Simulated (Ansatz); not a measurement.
## Electronic structure of BF$_{2}$ (SMILES F[B+]F) (charge +1) in real space

Input

```
crystal:
  periodic: [false, false, false]
  atoms:
    - {symbol: F, position_ang: [0.329707, 1.140517, 0.307700]}
    - {symbol: B, position_ang: [0.000002, -0.000002, 0.000002]}
    - {symbol: F, position_ang: [-0.329718, -1.140515, -0.307702]}
basis:
  gaussian: {orbitals: def2-TZVPP}
total_charge: 1
hamiltonian: {xc: pbe0, dispersion: d4}
output: {orbitals: {seedname: orbitals}}
```

Launched as:

```sh
ansatz run in.yaml --threads 2 --pin off --events-out ev --progress --plain --max-ram 32768MiB --backend cpu
```

Geometry: PBE0-D4/def2-TZVP.

The calculation used RKS PBE0-D4/def2-TZVPP (Ansatz).

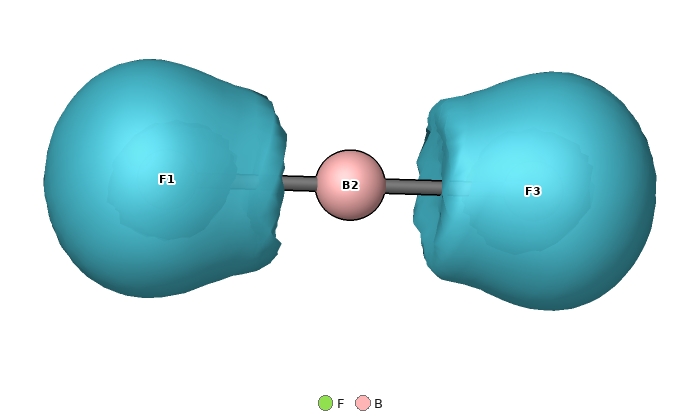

Figure 1. Isosurface of the electron localisation function at 0.75 (cyan), seen from one side. Only the valence region is drawn (cores and ρ < 0.01 e/Å³ removed).

What do the ELF domains correspond to?

Answer. The ELF exceeds this value in two regions on F in which the atom's valence shell and bonds are merged. Profiles from the grid: B–F (1.23 Å): the ELF peaks at about 0.85 between the atoms; a polar covalent bond.

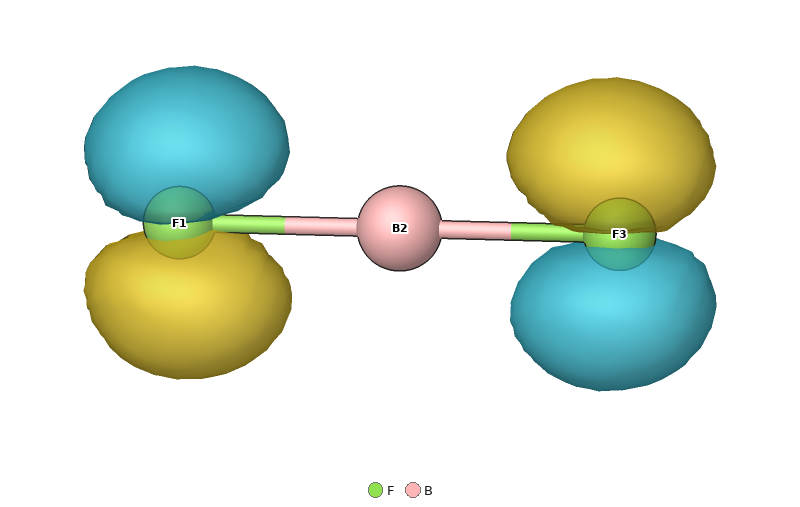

Figure 2. The HOMO at ±0.3 Å⁻³ᐟ² (yellow and cyan are the two phases), seen from one side.

Where does this orbital lie, and at what energy?

Answer. By Hirshfeld shares it lies mainly on F1 (about 45 %) and F3 (about 45 %); it is gerade (even under inversion); largely a combination of lone pairs on F1 and F3. It is one of a degenerate set, so its orientation is arbitrary. Its energy is −22.69 eV.

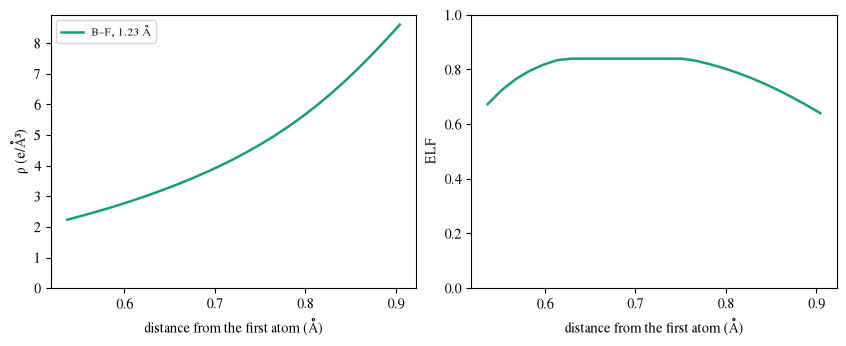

Figure 3. Electron density and electron localisation function along straight lines between neighbouring atoms. The curves leave out the atomic cores.

What kind of bonding do the profiles show?

Answer. B–F (1.23 Å): ρ is about 2.9 e/Å³ halfway; the ELF peaks at about 0.85 between the atoms; a short, strongly polar bond.
